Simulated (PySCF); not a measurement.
# GeHOH: triplet, from a bent start

The task is one start of a wider search on GeHOH: the triplet, from a bent start. It is relaxed, tested by its Hessian and followed downhill if it is a saddle.

Method: PBE0, basis Ge def2-TZVP, H def2-TZVP, O def2-TZVP, no relativity, density fitting; program: PySCF 2.14.0.

### Step 1. Starting geometry

4 atoms, charge 0, spin multiplicity 3.

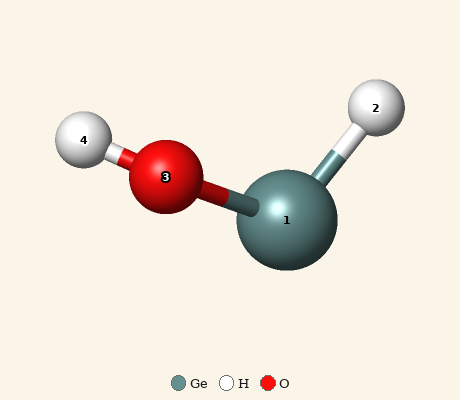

Start geometry, drawn with germanium teal, hydrogen white, oxygen red; atoms are numbered from 1 in the order of the file.

Z-matrix (Å, degrees; charge 0 multiplicity 3):
```
Ge
H  1 1.5300
O  1 1.8400 2 110.00
H  3 0.9600 1 130.00 2 90.00
```

### Step 2. First SCF at the start

One driver script runs all steps and calls PySCF; scf.py shows how it sets up the SCF of each step. The optimiser is the driver's own. After this first run the driver tries any further starts and a stability analysis.

Input file scf.py:

```python
from pyscf import gto, scf, dft
mol = gto.M(atom='''
Ge     0.000000     0.000000     0.000000
H      1.253300     0.000000     0.877600
O     -1.507200     0.000000     1.055400
H     -2.012700     0.735400     1.409300''',
    basis={'Ge': 'def2-TZVP', 'H': 'def2-TZVP', 'O': 'def2-TZVP'},
    charge=0, spin=2)
mf = dft.UKS(mol, xc='PBE0')
mf.grids.atom_grid = (50, 194)
aux = {'Ge': 'def2-universal-JKFIT', 'H': 'def2-universal-JKFIT', 'O': 'def2-universal-JKFIT'}
mf = mf.density_fit(auxbasis=aux)
mf.conv_tol = 1e-08
mf.diis_space = 10
mf.max_cycle = 60
mf.init_guess = 'minao'
mf.verbose = 4
mf.kernel()
```

Launch:

```bash
> OMP_NUM_THREADS=4 python axn.py task.json out
```

What it wrote:

```text
init E= -2152.40852522001
[... the frontier-level lines of each cycle are left out ...]
cycle= 1 E= -2152.89580898111  delta_E= -0.487  |g|= 0.692  |ddm|= 1.25
cycle= 2 E= -2151.93083527942  delta_E= 0.965  |g|= 1.59  |ddm|= 1.22
cycle= 3 E= -2153.01473043916  delta_E= -1.08  |g|= 0.242  |ddm|= 1.07
cycle= 4 E= -2153.03793881464  delta_E= -0.0232  |g|= 0.0684  |ddm|= 0.164
cycle= 5 E= -2153.03893915609  delta_E= -0.001  |g|= 0.0163  |ddm|= 0.0588
cycle= 6 E= -2153.03911549492  delta_E= -0.000176  |g|= 0.00419  |ddm|= 0.0189
cycle= 7 E= -2153.03913424716  delta_E= -1.88e-05  |g|= 0.00137  |ddm|= 0.00812
cycle= 8 E= -2153.03913739951  delta_E= -3.15e-06  |g|= 0.000544  |ddm|= 0.0032
cycle= 9 E= -2153.03913793046  delta_E= -5.31e-07  |g|= 0.000143  |ddm|= 0.00161
cycle= 10 E= -2153.03913797206  delta_E= -4.16e-08  |g|= 5.49e-05  |ddm|= 0.00046
cycle= 11 E= -2153.03913797543  delta_E= -3.37e-09  |g|= 1.38e-05  |ddm|= 0.000137
Extra cycle  E= -2153.0391379755  delta_E= -7e-11  |g|= 1.66e-05  |ddm|= 2.82e-05
converged SCF energy = -2153.0391379755  <S^2> = 2.004402  2S+1 = 3.0029332
```

This step, with its further starts and checks, needed 7.2 s of wall time on 4 threads of Intel Xeon Platinum 8488C (Sapphire Rapids), shared host.

The starts that the driver tried:

```csv
start,energy (Eh)
the minimal-basis guess,-2153.039138
a thermally smeared density,-2153.039138
a smeared PBE density,-2153.039138
```

The test of internal stability and the other starts found no lower solution of this spin.

### Step 3. Relaxation: bent start, triplet

The program finds C1 symmetry in the start. Threshold on the gradient: 0.0003 Eh/bohr, with a further test on the energy change.

scf.py: that of step 2 with these lines changed.

```diff
@@ -3,4 +3,4 @@
-Ge     0.000000     0.000000     0.000000
-H      1.253300     0.000000     0.877600
-O     -1.507200     0.000000     1.055400
-H     -2.012700     0.735400     1.409300''',
+Ge     0.270558    -0.008062    -0.208696
+H      1.523858    -0.008062     0.668904
+O     -1.236642    -0.008062     0.846704
+H     -1.742142     0.727338     1.200604''',
@@ -16 +15,0 @@
-mf.init_guess = 'minao'
```

Steps of the walk:

```csv
step,energy (Eh),change (kJ/mol),largest gradient (Eh/bohr)
0,-2153.039138,0.00,0.03303
1,-2153.044206,-13.31,0.01617
2,-2153.045097,-15.65,0.01699
3,-2153.045932,-17.84,0.00352
4,-2153.045978,-17.96,0.00111
5,-2153.045985,-17.98,0.00065
6,-2153.045986,-17.98,0.00018
```

The walk took 7.5 s.

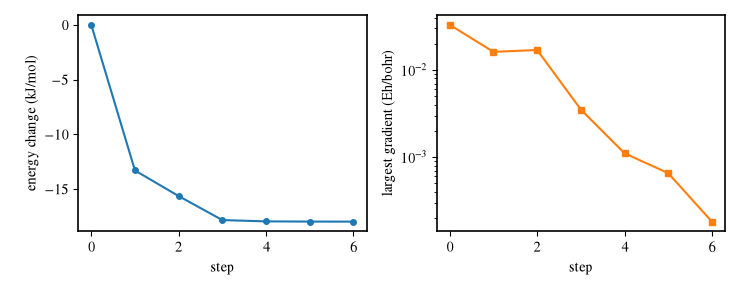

How energy and gradient fall.

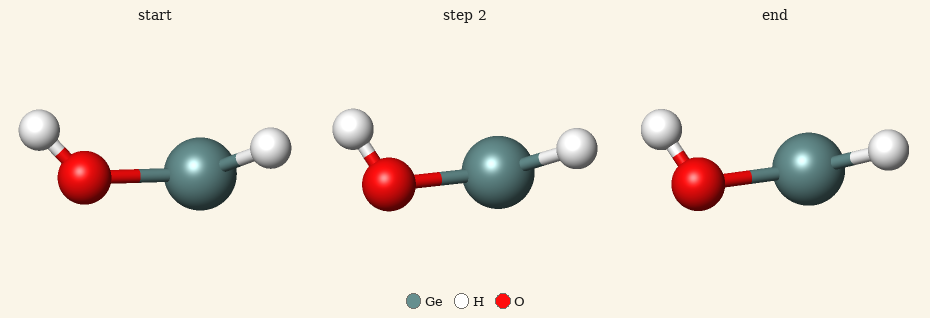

The geometry along the walk, at one scale.

It settles in C1 symmetry, 18.0 kJ/mol below the start, after 6 steps: Ge–H 1.563 Å, Ge–O 1.789 Å, O–H 0.961 Å; Ge–O–H 111.7°, H–Ge–O 114.8°.

### Step 4. Vibrations and properties at this point

The point is checked on the finer grid, and tightened if its gradient asks for it. The Hessian and the dipole derivatives come from central differences of analytic gradients, with steps of 0.02 bohr.

scf.py: that of step 3 with these lines changed.

```diff
@@ -3,4 +3,4 @@
-Ge     0.270558    -0.008062    -0.208696
-H      1.523858    -0.008062     0.668904
-O     -1.236642    -0.008062     0.846704
-H     -1.742142     0.727338     1.200604''',
+Ge     0.258926     0.024438    -0.199296
+H      1.616764    -0.075470     0.568033
+O     -1.196360    -0.147816     0.825443
+H     -1.597603     0.703844     1.020641''',
@@ -10 +10 @@
-mf.grids.atom_grid = (50, 194)
+mf.grids.atom_grid = (75, 302)
@@ -13 +13 @@
-mf.conv_tol = 1e-08
+mf.conv_tol = 1e-10
```

The driver hands on the density of the step before, so the log starts near convergence.

SCF at the final geometry:

```text
init E= -2153.04592137729
[... the frontier-level lines of each cycle are left out ...]
cycle= 1 E= -2153.0459213773  delta_E= -1.14e-11  |g|= 2.45e-06  |ddm|= 2.82e-06
Extra cycle  E= -2153.04592137729  delta_E= 4.09e-12  |g|= 3.64e-06  |ddm|= 2.82e-06
converged SCF energy = -2153.04592137729  <S^2> = 2.0040383  2S+1 = 3.002691
```

The whole step took 46 s.

Geometry: C1; Ge–H 1.563 Å, Ge–O 1.788 Å, O–H 0.961 Å; Ge–O–H 111.8°, H–Ge–O 114.8°.

Harmonic modes (main isotopes):

```
symmetry  ω (cm⁻¹)  IR (km/mol)  μ (u)
       a       354         79.3   1.08
       a       573          6.3   1.07
       a       686         80.9  15.06
       a       885         70.5   1.07
       a      1932         38.2   1.02
       a      3869          109   1.07
```

No imaginary mode, so this is a minimum.

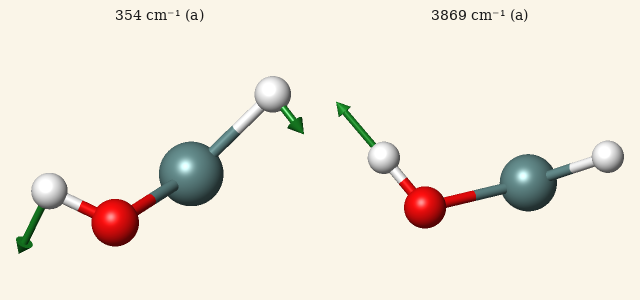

How the atoms move in 2 of the modes.

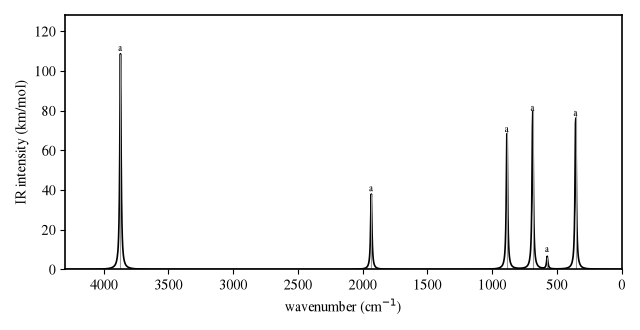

The harmonic infrared spectrum (widths in cm⁻¹). Lines are broadened to a width of 12 cm⁻¹ (Lorentzian).

Properties at this point:

```yaml
Dipole_moment: 1.39 D
Highest_occupied_level: -5.12 eV
Lowest_empty_level: -3.73 eV
Rotational_constants: 6.284, 0.3573, 0.3478 cm⁻¹
Zero-point_energy: 49.6 kJ/mol
Principal_polarisabilities: 32.9, 34.1, 42.5 bohr³
Atomisation_energy_without_zero-point_energy: 971 kJ/mol
Principal_traceless_quadrupole_moments_about_the_centre_of_mass: -4.91, 0.10, 4.82 D Å
Entropy_at_298.15_K_and_1_bar_electronic_part_spin_only: 268.0 J/(mol K)
Heat_capacity_Cp_at_298.15_K: 50.2 J/(mol K)
Enthalpy_at_298.15_K_above_0_K: 11.78 kJ/mol
Rotational_symmetry_number: 1
Spin_squared_⟨S²⟩: 2.004
```

Charges (e) and bond orders:

```
atom  Mulliken  Löwdin  polar tensor  spin (Mulliken)  Mayer order to Ge1
 Ge1      0.12    0.13          0.47             1.64                   –
  H2      0.07   -0.03         -0.09             0.23                0.88
  O3     -0.52   -0.26         -0.66             0.14                1.07
  H4      0.33    0.16          0.28             0.00                0.02
```

Mulliken populations on Ge1: s 7.54, p 14.14, d 10.16, f 0.03.

### Step 5. Outcome

| quantity | value |
| --- | --- |
| minimum | triplet, C1 |
| geometry | Ge–H 1.563 Å, Ge–O 1.788 Å, O–H 0.961 Å; Ge–O–H 111.8°, H–Ge–O 114.8° |
| wavenumbers (cm⁻¹) | 354 (a), 573 (a), 686 (a), 885 (a), 1932 (a), 3869 (a) |
| dipole moment | 1.39 D |
| highest occupied, lowest empty level (either spin) | -5.12, -3.73 eV |
| polar-tensor charge of Ge1 | +0.47 e |
| zero-point energy | 49.6 kJ/mol |
| entropy at 298.15 K | 268.0 J/(mol K) |
| atomisation energy (no zero-point energy) | 971 kJ/mol |
| ⟨S²⟩ | 2.004 |

The bent start ends in a minimum without symmetry. In the infrared the band at 3869 cm⁻¹ (a) leads. Most of the spin sits on Ge1 (Mulliken spin 1.64, against 2 for the whole molecule). Other starts or spin states, not run here, may lie lower.

The search up to here took 61 s.
